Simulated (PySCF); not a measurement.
# BH2O (SMILES B[O]): UPBE0/STO-3G

Aim: the vertical doublet–quartet gap of BH2O at UPBE0/STO-3G, from 2 runs. 

The calculation is run with PySCF 2.14.0.

9 further runs of the same task are left out: 1 that didn't finish, 8 set aside as unsound or not needed.

**1. The structure to begin with**

BH2O: 4 atoms, total charge 0, spin state doublet. SMILES: `B[O]`. Geometry: relaxed at PBE0-D4/def2-TZVP.

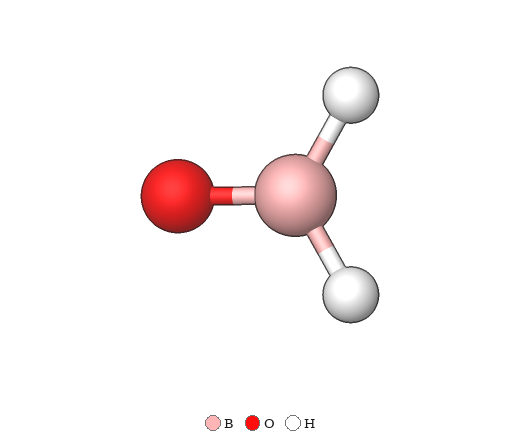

The structure, seen from a chosen angle (boron pink, oxygen red, hydrogen white).

**2. A single-point energy at UPBE0/STO-3G**

Input file geometry.xyz:

```xyz
4

B     -0.001100    -0.010300    -0.015100
O      1.025300    -0.340800     0.676900
H     -1.052600    -0.587700     0.151600
H      0.083900     0.878500    -0.833600
```

Input file calc.py:

```python
from pyscf import gto, dft

system = gto.Mole()
system.atom = 'geometry.xyz'
system.spin = 1
system.verbose = 4
system.charge = 0
system.max_memory = 1860
system.basis = 'sto-3g'
system.build()

mf = dft.UKS(system)
mf.xc = 'pbe0'
mf.grids.level = 5
mf.conv_tol = 1e-10
mf.kernel()
if not mf.converged:
    mf = mf.newton().run(mf.mo_coeff, mf.mo_occ)

energy = mf.e_tot
print('E = %.10f Eh' % energy)
```

Run with:

```bash
$ OMP_NUM_THREADS=1 python calc.py
```

The log of the run:

```text
PySCF version 2.14.0

[INPUT] num. atoms = 4
[INPUT] num. electrons = 15
[INPUT] charge = 0
[INPUT] spin (= nelec alpha-beta = 2S) = 1
[INPUT] symmetry False subgroup None
[INPUT] Mole.unit = angstrom
[INPUT] Symbol           X                Y                Z      unit          X                Y                Z       unit  Magmom
[INPUT]  1 B     -0.001100000000  -0.010300000000  -0.015100000000 AA   -0.002078698737  -0.019464179083  -0.028534864481 Bohr   0.0
[INPUT]  2 O      1.025300000000  -0.340800000000   0.676900000000 AA    1.937536195517  -0.644018663252   1.279155613718 Bohr   0.0
[INPUT]  3 H     -1.052600000000  -0.587700000000   0.151600000000 AA   -1.989125718717  -1.110592043407   0.286482480484 Bohr   0.0
[INPUT]  4 H      0.083900000000   0.878500000000  -0.833600000000 AA    0.158548021851   1.660124400430  -1.575275697437 Bohr   0.0

nuclear repulsion = 25.0661859269787
number of shells = 8
number of NR pGTOs = 36
number of NR cGTOs = 12
basis = sto-3g
ecp = {}

******** <class 'pyscf.dft.uks.UKS'> ********
method = UKS
initial guess = minao
damping factor = 0
level_shift factor = 0
DIIS = <class 'pyscf.scf.diis.CDIIS'>
diis_start_cycle = 1
diis_space = 8
diis_damp = 0
SCF conv_tol = 1e-10
SCF conv_tol_grad = None
SCF max_cycles = 50
direct_scf = True
direct_scf_tol = 1e-13
number electrons alpha = 8  beta = 7
XC library pyscf.dft.libxc version 7.0.0
    S. Lehtola, C. Steigemann, M. J.T. Oliveira, and M. A.L. Marques.,  SoftwareX 7, 1–5 (2018)
XC functionals = pbe0
radial grids:
    Treutler-Ahlrichs [JCP 102, 346 (1995); DOI:10.1063/1.469408] (M4) radial grids

becke partition: Becke, JCP 88, 2547 (1988); DOI:10.1063/1.454033
pruning grids: <function nwchem_prune>
grids dens level: 5
symmetrized grids: False
atomic radii adjust function: <function treutler_atomic_radii_adjust>
small_rho_cutoff = 0
Set gradient conv threshold to 1e-05
tot grids = 133216
init E= -99.7496573785096
[... the frontier-level lines of each cycle are left out ...]

cycle= 1 E= -99.6437754402575  delta_E= 0.106  |g|= 0.415  |ddm|= 1.68
cycle= 2 E= -99.2165291266468  delta_E= 0.427  |g|= 0.966  |ddm|=  1.4
cycle= 3 E= -99.7840688345954  delta_E= -0.568  |g|= 0.0978  |ddm|= 0.918
cycle= 4 E= -99.7911951286628  delta_E= -0.00713  |g|= 0.0204  |ddm|= 0.139
cycle= 5 E= -99.7916306259173  delta_E= -0.000435  |g|= 0.0054  |ddm|= 0.0356
cycle= 6 E= -99.7916837287869  delta_E= -5.31e-05  |g|= 0.00187  |ddm|= 0.0212
cycle= 7 E= -99.7916876222805  delta_E= -3.89e-06  |g|= 0.000496  |ddm|= 0.00439
cycle= 8 E= -99.7916879243925  delta_E= -3.02e-07  |g|= 0.000253  |ddm|= 0.00168
cycle= 9 E= -99.7916879894742  delta_E= -6.51e-08  |g|= 4.28e-05  |ddm|= 0.000567
cycle= 10 E= -99.7916879907329  delta_E= -1.26e-09  |g|= 1.59e-06  |ddm|= 5.95e-05
cycle= 11 E= -99.7916879907355  delta_E= -2.61e-12  |g|= 1.31e-07  |ddm|= 3.53e-06
Extra cycle  E= -99.7916879907356  delta_E= -1.14e-13  |g|= 1.57e-07  |ddm|= 3.64e-07
converged SCF energy = -99.7916879907356  <S^2> = 0.75810378  2S+1 = 2.0080874
E = -99.7916879907 Eh
```

It took 2.7 s on 1 thread of Arm Neoverse V1, shared host; peak memory 0.17 GiB.

**3. The quartet**

Input file run.py:

```python
from pyscf import gto, dft

molecule = gto.M(
    atom='''
B       -0.001100      -0.010300      -0.015100
O        1.025300      -0.340800       0.676900
H       -1.052600      -0.587700       0.151600
H        0.083900       0.878500      -0.833600
''',
    basis='sto-3g',
    verbose=4,
    max_memory=1860,
    spin=3,
    charge=0,
)

calc0 = dft.UKS(molecule, xc='pbe0')
calc0.conv_tol = 1e-10
calc0.grids.level = 5
calc0.kernel()
if not calc0.converged:
    calc0 = calc0.newton().run(calc0.mo_coeff, calc0.mo_occ)

e_tot = calc0.e_tot
print(f'total energy: {e_tot:.8f} hartree')
```

Run with:

```bash
$ OMP_NUM_THREADS=1 python run.py
```

The log of the run:

```text
PySCF version 2.14.0

[INPUT] num. atoms = 4
[INPUT] num. electrons = 15
[INPUT] charge = 0
[INPUT] spin (= nelec alpha-beta = 2S) = 3
[INPUT] symmetry False subgroup None
[INPUT] Mole.unit = angstrom
[INPUT] Symbol           X                Y                Z      unit          X                Y                Z       unit  Magmom
[INPUT]  1 B     -0.001100000000  -0.010300000000  -0.015100000000 AA   -0.002078698737  -0.019464179083  -0.028534864481 Bohr   0.0
[INPUT]  2 O      1.025300000000  -0.340800000000   0.676900000000 AA    1.937536195517  -0.644018663252   1.279155613718 Bohr   0.0
[INPUT]  3 H     -1.052600000000  -0.587700000000   0.151600000000 AA   -1.989125718717  -1.110592043407   0.286482480484 Bohr   0.0
[INPUT]  4 H      0.083900000000   0.878500000000  -0.833600000000 AA    0.158548021851   1.660124400430  -1.575275697437 Bohr   0.0

nuclear repulsion = 25.0661859269787
number of shells = 8
number of NR pGTOs = 36
number of NR cGTOs = 12
basis = sto-3g
ecp = {}

******** <class 'pyscf.dft.uks.UKS'> ********
method = UKS
initial guess = minao
damping factor = 0
level_shift factor = 0
DIIS = <class 'pyscf.scf.diis.CDIIS'>
diis_start_cycle = 1
diis_space = 8
diis_damp = 0
SCF conv_tol = 1e-10
SCF conv_tol_grad = None
SCF max_cycles = 50
direct_scf = True
direct_scf_tol = 1e-13
number electrons alpha = 9  beta = 6
XC library pyscf.dft.libxc version 7.0.0
    S. Lehtola, C. Steigemann, M. J.T. Oliveira, and M. A.L. Marques.,  SoftwareX 7, 1–5 (2018)
XC functionals = pbe0
radial grids:
    Treutler-Ahlrichs [JCP 102, 346 (1995); DOI:10.1063/1.469408] (M4) radial grids

becke partition: Becke, JCP 88, 2547 (1988); DOI:10.1063/1.454033
pruning grids: <function nwchem_prune>
grids dens level: 5
symmetrized grids: False
atomic radii adjust function: <function treutler_atomic_radii_adjust>
small_rho_cutoff = 0
Set gradient conv threshold to 1e-05
tot grids = 133216
init E= -99.7496573785096
[... the frontier-level lines of each cycle are left out ...]


cycle= 1 E= -99.5120685161705  delta_E= 0.238  |g|= 0.088  |ddm|= 2.02


cycle= 2 E= -99.5186558671451  delta_E= -0.00659  |g|= 0.074  |ddm|= 0.279


cycle= 3 E= -99.52273223885  delta_E= -0.00408  |g|= 0.0109  |ddm|= 0.126


cycle= 4 E= -99.5229197562601  delta_E= -0.000188  |g|= 0.00771  |ddm|= 0.0333


cycle= 5 E= -99.5229595201839  delta_E= -3.98e-05  |g|= 0.0017  |ddm|= 0.0109


cycle= 6 E= -99.522962132877  delta_E= -2.61e-06  |g|= 0.000158  |ddm|= 0.0038


cycle= 7 E= -99.5229621709755  delta_E= -3.81e-08  |g|= 2.31e-05  |ddm|= 0.000515


cycle= 8 E= -99.5229621716027  delta_E= -6.27e-10  |g|= 1.06e-06  |ddm|= 6.14e-05


cycle= 9 E= -99.5229621716042  delta_E= -1.48e-12  |g|= 3.24e-07  |ddm|= 3.18e-06


Extra cycle  E= -99.5229621716042  delta_E=    0  |g|= 2.41e-07  |ddm|= 8.62e-07
converged SCF energy = -99.5229621716042  <S^2> = 3.7523988  2S+1 = 4.0011992
total energy: -99.52296217 hartree
```

Run time: 2.4 s. Hardware: 1 thread of Arm Neoverse V1, shared host; peak memory 0.18 GiB.

**4. Outcome**

At UPBE0/STO-3G:

```
                                        quantity         value
                           doublet: total energy  -99.79169 Eh
                          doublet: dipole moment        0.23 D
     doublet: HOMO energy (highest over α and β)      -7.03 eV
      doublet: LUMO energy (lowest over α and β)      -1.08 eV
                                   doublet: ⟨S²⟩         0.758
                           quartet: total energy  -99.52296 Eh
                          quartet: dipole moment        1.06 D
     quartet: HOMO energy (highest over α and β)      -0.43 eV
                                   quartet: ⟨S²⟩         3.752
vertical energy of the quartet above the doublet      7.312 eV
```

What this shows: At this shape the quartet lies 7.31 eV (169 kcal/mol) above the doublet. In a minimal basis such a difference can be off by several eV, whatever the method. Mulliken charges (doublet) run from -0.09 on O2 to +0.11 on B1. Mulliken charges (quartet) run from -0.11 on B1 to +0.08 on O2; they depend strongly on the basis.
